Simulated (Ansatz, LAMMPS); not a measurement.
# Squeezing and shearing glassy 77SiO2-6B2O3-8CaO-8MgO (mol %) (142 atoms)

Aim: relax glassy 77SiO2-6B2O3-8CaO-8MgO (mol %) (142 atoms), then change its volume and shape to read moduli from the stress.

Program: Ansatz 0.2.0. Level of theory: Kohn-Sham DFT, PBE, PAW (set soft_2), plane waves. Results are calculated unless marked as measured.

### Step 1. The starting structure

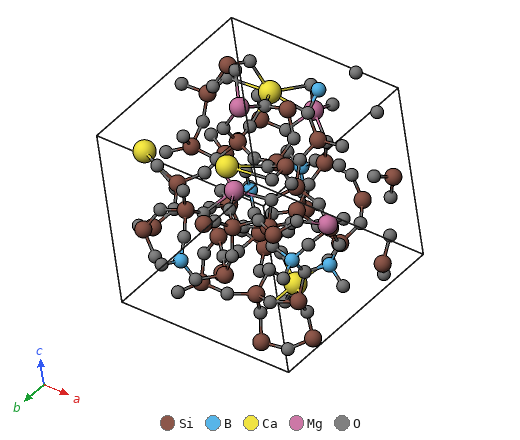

The cell as given, from a free direction (silicon brown, boron blue, calcium yellow, magnesium pink, oxygen grey). Bonds to atoms that aren't drawn are left out. Some periodic images of atoms are drawn too.

The cell holds 142 atoms: 37 Si, 6 B, 4 Ca, 4 Mg and 91 O. Its edges and angles: a = 12.114 Å, b = 12.114 Å, c = 12.114 Å, α = 90.0°, β = 90.0°, γ = 90.0°. 142 atoms (37 Si, 6 B, 4 Ca, 4 Mg, 91 O) placed at random at 2.31 g/cm³, melted at 3000 K for 20 ps at fixed volume with the Buckingham and Coulomb pair potential of Guillot and Sator (Geochim. Cosmochim. Acta 71, 1249 (2007)) with the boron terms of Wang et al. (J. Non-Cryst. Solids 498, 294 (2018)). Quenched from 3000 K to 300 K at 1000 K/ps and fixed volume, held 10 ps at zero pressure.

What the set-up can't give: The quench rate of 1000 K/ps is many orders above laboratory rates, so the cell is likely richer in defects and strain than a real sample. The network of bonds at the start is that of the classical potential that made the cell, and needn't be the one that DFT or experiment would give. Sampling is at Γ alone.

### Step 2. Single point at the start

The forces at the start show how far the geometry lies from a minimum of this functional.

File input.yaml:

```yaml
crystal:
  lattice:
    - [12.1144, 0.0, 0.0]
    - [0.0, 12.1144, 0.0]
    - [0.0, 0.0, 12.1144]
  atoms:
    - { symbol: Si, position: [0.32062, 0.17421, 0.38917] }
    - { symbol: Si, position: [0.23651, 0.32366, 0.58295] }
    - { symbol: Si, position: [0.94826, 0.48026, 0.38608] }
    - { symbol: Si, position: [0.01943, 0.40614, 0.05641] }
    - { symbol: Si, position: [0.68702, 0.26395, 0.21455] }
    - { symbol: Si, position: [0.75208, 0.61187, 0.0477] }
    - { symbol: Si, position: [0.05357, 0.12688, 0.8272] }
    - { symbol: Si, position: [0.32573, 0.27412, 0.02693] }
    - { symbol: Si, position: [0.26982, 0.99865, 0.56236] }
    - { symbol: Si, position: [0.23147, 0.02906, 0.22471] }
    - { symbol: Si, position: [0.66253, 0.78885, 0.17765] }
    - { symbol: Si, position: [0.71808, 0.76061, 0.55009] }
    - { symbol: Si, position: [0.13101, 0.36573, 0.86011] }
    - { symbol: Si, position: [0.50522, 0.42862, 0.90615] }
    - { symbol: Si, position: [0.46748, 0.93735, 0.27253] }
    - { symbol: Si, position: [0.3401, 0.86605, 0.76151] }
    - { symbol: Si, position: [0.95344, 0.75759, 0.01301] }
    - { symbol: Si, position: [0.15691, 0.65098, 0.37256] }
    - { symbol: Si, position: [0.77531, 0.3254, 0.68602] }
    - { symbol: Si, position: [0.53321, 0.28863, 0.41281] }
    - { symbol: Si, position: [0.59204, 0.15915, 0.62818] }
    - { symbol: Si, position: [0.47452, 0.66101, 0.8505] }
    - { symbol: Si, position: [0.89692, 0.01437, 0.43226] }
    - { symbol: Si, position: [0.82248, 0.96661, 0.08362] }
    - { symbol: Si, position: [0.73404, 0.51355, 0.51422] }
    - { symbol: Si, position: [0.25187, 0.45748, 0.17078] }
    - { symbol: Si, position: [0.36649, 0.6727, 0.08625] }
    - { symbol: Si, position: [0.97428, 0.69795, 0.75539] }
    - { symbol: Si, position: [0.10044, 0.89042, 0.40127] }
    - { symbol: Si, position: [0.54875, 0.52563, 0.34716] }
    - { symbol: Si, position: [0.65731, 0.98522, 0.44146] }
    - { symbol: Si, position: [0.92566, 0.95499, 0.68917] }
    [... 104 atom lines left out ...]
    - { symbol: O, position: [0.84228, 0.76964, 0.49051] }
    - { symbol: O, position: [0.02353, 0.45779, 0.62049] }
    - { symbol: O, position: [0.16989, 0.09666, 0.87843] }
    - { symbol: O, position: [0.33643, 0.90845, 0.63556] }
    - { symbol: O, position: [0.79946, 0.33541, 0.21179] }
    - { symbol: O, position: [0.22694, 0.14045, 0.30166] }
kpoints:
  mp_grid: { grid: [1, 1, 1] }
hamiltonian:
  xc: pbe
scf:
  occupations: { method: fixed }
output:
  forces: true
```

Run with:

```
> ansatz run input.yaml --threads 4 --pin off --max-ram 8192MiB --backend cpu --events-out ev --progress --plain --runs-dir out
```

Numbers of over 12 decimals in the logs are rounded to 6 here.

Log:

```text
[...]
Pseudopotentials: kind: paw
Pseudopotential: Si, paw, valence charge 4, recommended cutoff 420 eV (normal), Si.paw.azcp
Pseudopotential: B, paw, valence charge 3, recommended cutoff 420 eV (normal), B.paw.azcp
Pseudopotential: Ca, paw, valence charge 10, recommended cutoff 420 eV (normal), Ca.paw.azcp
Pseudopotential: Mg, paw, valence charge 10, recommended cutoff 420 eV (normal), Mg.paw.azcp
Pseudopotential: O, paw, valence charge 6, recommended cutoff 420 eV (normal), O.paw.azcp
[... 5 lines on functional and potentials left out ...]
Crystal: 142 atoms, lattice volume = 1777.893 Å³
Basis set: ecut = 420 eV, 34697 PW (Γ), exchange–correlation on 162×162×162 points (8 copies of the dense FFT grid, shifted against one another)
Bands: 538, of which v1, the nominal top of the filled ones, is band 396 counted from 1 (395 counted from 0)
Symmetry: 1 space group operations
Space group: P1 (ITA 1), of the structure as read, at distance tolerance 1.2e-4 Å
k-points: 1
[... 11 lines on functional and potentials left out ...]
Initial density: superposition of atomic densities (neutral atoms: chi_scale 0, normalization atom), corrected by the library's trained network
Initial wavefunctions: pseudopotential atomic-orbital guess
[...]
SCF iter   1: F=—  HF=-91196.644674 eV  |F-HF|=—  |Δ(HF+E_count)|=         —  Δρ=3.23e-3  dr2=4.27e-1  ethr=1.77e-3  ⟨swp⟩=5.0  Hψ=1884  notcnv=0  defer=140
preconditioner: auto → Resta (q_TF=auto, 2.384 Å⁻¹)  ε∞=3.2  [insulator: Δε(μ)=2.496 eV  Ē_g=16.301 eV  n_scr=436 (ndim 8)  ℏωp=24.1 eV  f_vac=0.121  ε∞_Penn≈3.2]
SCF iter   2: F=—  HF=-91196.567948 eV  |F-HF|=—  |Δ(HF+E_count)|=   7.67e-2  Δρ=1.73e-3  dr2=1.16e-1  ethr=5.39e-5  ⟨swp⟩=4.0  Hψ=826  notcnv=0  defer=140
SCF iter   3: F=—  HF=-91196.543340 eV  |F-HF|=—  |Δ(HF+E_count)|=   2.46e-2  Δρ=9.58e-4  dr2=3.19e-2  ethr=1.46e-5  ⟨swp⟩=4.0  Hψ=680  notcnv=0  defer=122
automatic band count: iteration 3 solves 520 bands in place of 538: the levels show a gap, and the empty bands left out lie too high to hold charge; the band table lists the bands solved (type scf.n_extra_bands for more)
SCF iter   4: F=—  HF=-91196.534982 eV  |F-HF|=—  |Δ(HF+E_count)|=   8.36e-3  Δρ=3.85e-4  dr2=3.11e-3  ethr=4.02e-6  ⟨swp⟩=4.0  Hψ=688  notcnv=0  defer=122
SCF iter   5: F=—  HF=-91196.534778 eV  |F-HF|=—  |Δ(HF+E_count)|=   2.04e-4  Δρ=2.38e-4  dr2=8.99e-4  ethr=3.92e-7  ⟨swp⟩=3.0  Hψ=908  notcnv=0  defer=122
[...]
SCF iter   9: F=—  HF=-91196.539365 eV  |F-HF|=—  |Δ(HF+E_count)|=   3.78e-7  Δρ=3.93e-6  dr2=2.78e-7  ethr=2.98e-10  ⟨swp⟩=3.0  Hψ=687  notcnv=0  defer=122
SCF iter  10: F=-91196.539365 eV  HF=-91196.539365 eV  |F-HF|=2.66e-8  |Δ(HF+E_count)|=   1.42e-7  Δρ=2.41e-6  dr2=8.82e-8  ethr=1.26e-11  ⟨swp⟩=5.0  Hψ=1693  notcnv=0
SCF 1 converged in 10 iterations: F = -91196.539365 eV  dr2 = 8.82e-8
[...]
SCF converged after 10 iterations
Free energy (F): -91196.539365 eV
Harris-Foulkes:  -91196.539365 eV  (|F-HF|=2.66e-8)
Internal energy: -91196.539365 eV  (E = F + TS)
E sigma→0 (E₀):  -91196.539365 eV
Fermi energy:    5.118944 eV
--- Per-component energies (eV) ---
[...]
Σ components = -91196.539365   (vs F -91196.539365, Δ=0.00e0)
--- Forces (eV/Å), atoms counted from 1 ---
  atom   1  Si     1.85993881    -0.11406836     1.88483503
  atom   2  Si     2.33272450    -1.92485328     4.73304781
  atom   3  Si    -1.13006201     2.09777897     1.83745364
  atom   4  Si    -0.69478750     0.33383977     1.85139961
[...]
atom 142  O     -1.14778122     0.97997031    -0.44894105
  max |Σ_I F_I| component: 6.07e-5 eV/Å
```

Run time: 14 s. Hardware: 4 threads of Intel Xeon Platinum 8488C (Sapphire Rapids), shared host; peak memory 2.6 GiB.

The r.m.s. force at the start is 1.2 eV/Å.

### Step 3. Cell and atoms relaxed

Cell and atoms are freed together, to release stress as well as forces.

File input.yaml:

```yaml
crystal:
  lattice:
    - [12.1144, 0.0, 0.0]
    - [0.0, 12.1144, 0.0]
    - [0.0, 0.0, 12.1144]
  atoms:
    [... the 142 atom lines of step 2 ...]
kpoints:
  mp_grid: { grid: [1, 1, 1] }
hamiltonian:
  xc: pbe
scf:
  occupations: { method: fixed }
output:
  forces: true
relax:
  f_tol: 0.05
  max_steps: 150
  cell: {}
```

Log:

```text
[...]
Crystal: 142 atoms, lattice volume = 1777.893 Å³
Basis set: ecut = 420 eV, 34697 PW (Γ), exchange–correlation on 162×162×162 points (8 copies of the dense FFT grid, shifted against one another)
Bands: 538, of which v1, the nominal top of the filled ones, is band 396 counted from 1 (395 counted from 0)
Symmetry: 1 space group operations
[...]
k-points: 1
[...]
SCF iter   1: F=—  HF=-91196.644669 eV  |F-HF|=—  |Δ(HF+E_count)|=         —  Δρ=3.23e-3  dr2=4.27e-1  ethr=1.77e-3  ⟨swp⟩=5.0  Hψ=1884  notcnv=0  defer=140
[...]
SCF iter   5: F=—  HF=-91196.534775 eV  |F-HF|=—  |Δ(HF+E_count)|=   1.88e-4  Δρ=2.38e-4  dr2=8.99e-4  ethr=3.92e-7  ⟨swp⟩=3.0  Hψ=908  notcnv=0  defer=122
[...]
SCF iter   9: F=—  HF=-91196.539365 eV  |F-HF|=—  |Δ(HF+E_count)|=   3.78e-7  Δρ=3.93e-6  dr2=2.78e-7  ethr=2.98e-10  ⟨swp⟩=3.0  Hψ=687  notcnv=0  defer=122
SCF iter  10: F=-91196.539365 eV  HF=-91196.539365 eV  |F-HF|=2.67e-8  |Δ(HF+E_count)|=   1.42e-7  Δρ=2.40e-6  dr2=8.82e-8  ethr=1.26e-11  ⟨swp⟩=5.0  Hψ=1693  notcnv=0
SCF 1 converged in 10 iterations: F = -91196.539365 eV  dr2 = 8.82e-8
[...]
relax step   1: F+E_penalty+E_count = -91196.53936542 eV  Δ(F+E_penalty+E_count) = +0.000e0 eV  max|allowed force component| = 4.783e0 eV/Å  Δτ_max = 0.0000 Å  P = -0.109 GPa  Ω = 1777.893 Å³  (10 SCF iters, dr2 threshold 1.00e-7 eV, accepted)
[... from here on, the SCF cycles and remarks between the steps are left out ...]
relax step   2: F+E_penalty+E_count = -91202.24070213 eV  Δ(F+E_penalty+E_count) = -5.701e0 eV  max|allowed force component| = 3.270e0 eV/Å  Δτ_max = 0.1949 Å  P = +0.027 GPa  Ω = 1782.403 Å³  energy of the carried Pulay correction = -1.708e-2 eV  (7 SCF iters, dr2 threshold 1.42e-5 eV, accepted)
relax step   3: F+E_penalty+E_count = -91206.58110380 eV  Δ(F+E_penalty+E_count) = -4.340e0 eV  max|allowed force component| = 1.067e0 eV/Å  Δτ_max = 0.1941 Å  P = +0.337 GPa  Ω = 1795.806 Å³  energy of the carried Pulay correction = -6.759e-2 eV  (8 SCF iters, dr2 threshold 1.42e-5 eV, accepted)
relax step   4: F+E_penalty+E_count = -91207.46306719 eV  Δ(F+E_penalty+E_count) = -8.820e-1 eV  max|allowed force component| = 6.015e-1 eV/Å  Δτ_max = 0.1961 Å  P = -0.220 GPa  Ω = 1814.232 Å³  energy of the carried Pulay correction = -1.364e-1 eV  (7 SCF iters, dr2 threshold 1.42e-5 eV, accepted)
relax step   5: F+E_penalty+E_count = -91207.92875744 eV  Δ(F+E_penalty+E_count) = -4.657e-1 eV  max|allowed force component| = 3.056e-1 eV/Å  Δτ_max = 0.1933 Å  P = -0.012 GPa  Ω = 1818.650 Å³  energy of the carried Pulay correction = -1.528e-1 eV  (7 SCF iters, dr2 threshold 1.42e-5 eV, accepted)
relax step   6: F+E_penalty+E_count = -91208.19269679 eV  Δ(F+E_penalty+E_count) = -2.639e-1 eV  max|allowed force component| = 2.363e-1 eV/Å  Δτ_max = 0.1946 Å  P = -0.083 GPa  Ω = 1828.226 Å³  energy of the carried Pulay correction = -1.882e-1 eV  (7 SCF iters, dr2 threshold 5.84e-6 eV, accepted)
relax step   7: F+E_penalty+E_count = -91208.30811414 eV  Δ(F+E_penalty+E_count) = -1.154e-1 eV  max|allowed force component| = 4.570e-1 eV/Å  Δτ_max = 0.0972 Å  P = -0.113 GPa  Ω = 1841.111 Å³  energy of the carried Pulay correction = -2.356e-1 eV  (8 SCF iters, dr2 threshold 3.49e-6 eV, accepted)
relax step   8: F+E_penalty+E_count = -91208.43701913 eV  Δ(F+E_penalty+E_count) = -1.289e-1 eV  max|allowed force component| = 3.759e-1 eV/Å  Δτ_max = 0.2000 Å  P = +0.059 GPa  Ω = 1848.218 Å³  energy of the carried Pulay correction = -2.615e-1 eV  (7 SCF iters, dr2 threshold 1.31e-5 eV, accepted)
relax step   9: F+E_penalty+E_count = -91208.50608741 eV  Δ(F+E_penalty+E_count) = -6.907e-2 eV  max|allowed force component| = 3.036e-1 eV/Å  Δτ_max = 0.0909 Å  P = -0.089 GPa  Ω = 1855.480 Å³  energy of the carried Pulay correction = -2.880e-1 eV  (7 SCF iters, dr2 threshold 8.83e-6 eV, accepted)
relax step  10: F+E_penalty+E_count = -91208.56786762 eV  Δ(F+E_penalty+E_count) = -6.178e-2 eV  max|allowed force component| = 2.091e-1 eV/Å  Δτ_max = 0.0381 Å  P = +0.029 GPa  Ω = 1855.044 Å³  energy of the carried Pulay correction = -2.864e-1 eV  (7 SCF iters, dr2 threshold 5.76e-6 eV, accepted)
relax step  11: F+E_penalty+E_count = -91208.55594663 eV  Δ(F+E_penalty+E_count) = +1.192e-2 eV  max|allowed force component| = 5.172e-1 eV/Å  Δτ_max = 0.2000 Å  P = -0.097 GPa  Ω = 1859.186 Å³  energy of the carried Pulay correction = -3.014e-1 eV  (8 SCF iters, dr2 threshold 2.73e-6 eV, accepted)
relax step  12: F+E_penalty+E_count = -91208.63486041 eV  Δ(F+E_penalty+E_count) = -7.891e-2 eV  max|allowed force component| = 9.033e-2 eV/Å  Δτ_max = 0.0599 Å  P = -0.049 GPa  Ω = 1860.872 Å³  energy of the carried Pulay correction = -3.075e-1 eV  (7 SCF iters, dr2 threshold 1.42e-5 eV, accepted)
[...]
relax step  38: F+E_penalty+E_count = -91209.37503525 eV  Δ(F+E_penalty+E_count) = -1.303e-2 eV  max|allowed force component| = 2.522e-1 eV/Å  Δτ_max = 0.0430 Å  P = +0.125 GPa  Ω = 1881.124 Å³  energy of the carried Pulay correction = -3.805e-1 eV  (6 SCF iters, dr2 threshold 8.65e-6 eV, accepted)
relax step  39: F+E_penalty+E_count = -91209.36016103 eV  Δ(F+E_penalty+E_count) = +1.487e-2 eV  max|allowed force component| = 6.462e-1 eV/Å  Δτ_max = 0.1122 Å  P = -0.094 GPa  Ω = 1880.310 Å³  energy of the carried Pulay correction = -3.775e-1 eV  (7 SCF iters, dr2 threshold 3.98e-6 eV, rejected (line search))
relax step  40: F+E_penalty+E_count = -91209.38704910 eV  Δ(F+E_penalty+E_count) = -1.201e-2 eV  max|allowed force component| = 6.081e-2 eV/Å  Δτ_max = 0.0561 Å  P = -0.001 GPa  Ω = 1881.736 Å³  energy of the carried Pulay correction = -3.826e-1 eV  (11 SCF iters, accepted)
relax step  41: F+E_penalty+E_count = -91209.39241568 eV  Δ(F+E_penalty+E_count) = -5.367e-3 eV  max|allowed force component| = 7.731e-2 eV/Å  Δτ_max = 0.0234 Å  P = -0.033 GPa  Ω = 1881.651 Å³  energy of the carried Pulay correction = -3.823e-1 eV  (7 SCF iters, dr2 threshold 2.31e-7 eV, accepted)
relax step  42: F+E_penalty+E_count = -91209.39558089 eV  Δ(F+E_penalty+E_count) = -3.165e-3 eV  max|allowed force component| = 6.143e-2 eV/Å  Δτ_max = 0.0152 Å  P = -0.022 GPa  Ω = 1881.368 Å³  energy of the carried Pulay correction = -3.813e-1 eV  (6 SCF iters, dr2 threshold 3.74e-7 eV, accepted)
relax step  43: F+E_penalty+E_count = -91209.39925233 eV  Δ(F+E_penalty+E_count) = -3.671e-3 eV  max|allowed force component| = 1.008e-1 eV/Å  Δτ_max = 0.1352 Å  P = +0.047 GPa  Ω = 1880.132 Å³  energy of the carried Pulay correction = -3.769e-1 eV  (9 SCF iters, dr2 threshold 2.36e-7 eV, rejected (line search))
relax step  44: F+E_penalty+E_count = -91209.40217156 eV  Δ(F+E_penalty+E_count) = -6.591e-3 eV  max|allowed force component| = 3.248e-2 eV/Å  Δτ_max = 0.0651 Å  P = +0.010 GPa  Ω = 1881.002 Å³  energy of the carried Pulay correction = -3.800e-1 eV  (11 SCF iters, accepted)
relax step  45: F+E_penalty+E_count = -91209.40480352 eV  Δ(F+E_penalty+E_count) = -2.632e-3 eV  max|allowed force component| = 6.099e-2 eV/Å  Δτ_max = 0.0874 Å  P = -0.026 GPa  Ω = 1880.776 Å³  energy of the carried Pulay correction = -3.792e-1 eV  (11 SCF iters, accepted)
relax step  46: F+E_penalty+E_count = -91209.40664987 eV  Δ(F+E_penalty+E_count) = -1.846e-3 eV  max|allowed force component| = 2.969e-2 eV/Å  Δτ_max = 0.0067 Å  P = +0.002 GPa  Ω = 1880.612 Å³  energy of the carried Pulay correction = -3.786e-1 eV  (6 SCF iters, dr2 threshold 2.33e-7 eV, accepted)
relax step  47: F+E_penalty+E_count = -91210.05151871 eV  Δ(F+E_penalty+E_count) = -6.449e-1 eV  max|allowed force component| = 2.769e-2 eV/Å  Δτ_max = 0.0000 Å  P = +0.551 GPa  Ω = 1880.612 Å³  stress off target by 7.84e-1 GPa  SCF on the basis re-selected at this cell (its energy is not comparable with the rows above)  (8 SCF iters)
relax step  48: F+E_penalty+E_count = -91209.64769909 eV  Δ(F+E_penalty+E_count) = +4.038e-1 eV  max|allowed force component| = 6.702e-1 eV/Å  Δτ_max = 0.2000 Å  P = -0.561 GPa  Ω = 1929.883 Å³  energy of the carried Pulay correction = -1.920e-1 eV  (9 SCF iters, dr2 threshold 1.54e-6 eV, rejected (line search))
relax step  49: F+E_penalty+E_count = -91210.00883056 eV  Δ(F+E_penalty+E_count) = +4.269e-2 eV  max|allowed force component| = 1.041e-1 eV/Å  Δτ_max = 0.0806 Å  P = -0.156 GPa  Ω = 1906.508 Å³  energy of the carried Pulay correction = -9.616e-2 eV  (13 SCF iters, accepted)
relax step  50: F+E_penalty+E_count = -91210.01796860 eV  Δ(F+E_penalty+E_count) = -9.138e-3 eV  max|allowed force component| = 6.652e-2 eV/Å  Δτ_max = 0.0329 Å  P = -0.060 GPa  Ω = 1906.137 Å³  energy of the carried Pulay correction = -9.478e-2 eV  (7 SCF iters, dr2 threshold 6.77e-7 eV, accepted)
relax step  51: F+E_penalty+E_count = -91210.02571735 eV  Δ(F+E_penalty+E_count) = -7.749e-3 eV  max|allowed force component| = 3.623e-2 eV/Å  Δτ_max = 0.0134 Å  P = -0.010 GPa  Ω = 1905.228 Å³  energy of the carried Pulay correction = -9.125e-2 eV  (7 SCF iters, dr2 threshold 2.77e-7 eV, accepted)
relax step  52: F+E_penalty+E_count = -91210.11810192 eV  Δ(F+E_penalty+E_count) = -9.238e-2 eV  max|allowed force component| = 3.609e-2 eV/Å  Δτ_max = 0.0000 Å  P = +0.020 GPa  Ω = 1905.228 Å³  stress off target by 4.35e-2 GPa  SCF on the basis re-selected at this cell (its energy is not comparable with the rows above)  (7 SCF iters)
[...]
SCF converged after 7 iterations
Free energy (F): -91210.118102 eV
[...]
Internal energy: -91210.118102 eV  (E = F + TS)
E sigma→0 (E₀):  -91210.118102 eV
Fermi energy:    3.911285 eV
[...]
Σ components = -91210.118102   (vs F -91210.118102, Δ=0.00e0)
--- Forces (eV/Å), atoms counted from 1 ---
  atom   1  Si     0.00675800    -0.02979146    -0.01731538
  atom   2  Si    -0.02260533     0.02941441     0.02947597
  atom   3  Si     0.01742114     0.00955561    -0.00510468
  atom   4  Si    -0.00603005    -0.00024601    -0.00227813
[...]
atom 142  O      0.00502922    -0.00219220     0.00369237
  max |Σ_I F_I| component: 2.33e-5 eV/Å
--- Stress (GPa, compression-positive) ---
        0.025780      -0.010964       0.005595
       -0.010964      -0.005756      -0.003481
        0.005595      -0.003479       0.040596
  P = ⅓ Tr σ = 0.0202 GPa (0.202 kbar)
--- Relaxed structure (50 steps of the walk, 43 accepted, 2 SCFs on fresh bases) ---
  F+E_penalty+E_count = -91210.11810192 eV   max|allowed force component| = 3.609e-2 eV/Å   (the final SCF, on the basis selected at the relaxed cell)
  cell:  # Å, volume = 1905.2278 Å³
    - [12.447432, -0.238392, -0.084671]
    - [-0.238392, 12.089003, -0.088488]
    - [-0.084671, -0.088488, 12.667284]
  atoms:
    - { symbol: Si, position: [0.323445, 0.165402, 0.425589] }
    - { symbol: Si, position: [0.228545, 0.332651, 0.588745] }
    - { symbol: Si, position: [0.941899, 0.482929, 0.361186] }
    - { symbol: Si, position: [0.00978422, 0.378590, 0.058089] }
[...]
- { symbol: O, position: [0.237185, 0.121057, 0.334067] }
```

Run time: 11 min. Hardware: 4 threads; peak memory 2.9 GiB; 43 min of CPU time.

The relaxation converged after 50 steps, with a largest force component of 0.036 eV/Å.

[end of part 1 of 4]

[Logs are printed without paths, hosts, clocks, repeated set-up lines and the standing remarks that a program may print on its own settings, such as how far it seeks lower states.]

[Hosts, paths, dates, database ids (printed as entryN), source tags and the programs' standing remarks are cut or masked in the printed files.]
